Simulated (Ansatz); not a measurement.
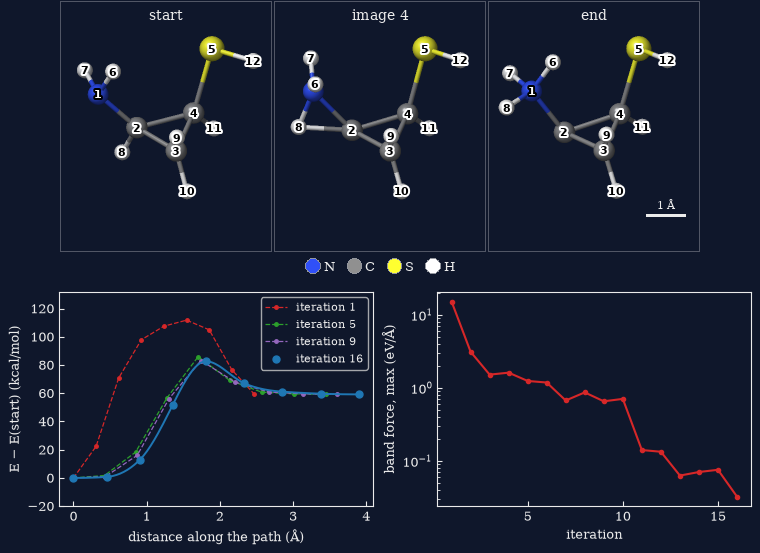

A nudged-elastic-band calculation for C₃H₇NS. Images are numbered from 0 (start) to 8 (end). The plot follows the band through its iterations. Style: ball-and-stick. Shown face on.

These are results of RKS B3LYP-D4/def2-SVP in Ansatz 0.2.0, not measurements. Run with 7 movable images; climbing image; force threshold 0.05 eV/Å; iteration limit 60; starting path by straight interpolation.

### Did the band converge, and can the barrier be trusted?

The run is converged, with reservations. The band converged in 16 iterations. The largest component of the band force went from 15 to 0.033 eV/Å. The climbing image converged on the top of the path. Its curvatures weren't checked. The straight starting path can push atoms close together and costs iterations. The first iteration put the highest image at 111.8 kcal/mol. The highest point, image 4, lies 82.6 kcal/mol above the start and 23.4 kcal/mol above the end; the end is at +59.2 kcal/mol relative to the start.

The run took 4.5 min on 2 threads of Arm Neoverse V2, on a shared host, peak memory 0.25 GiB.
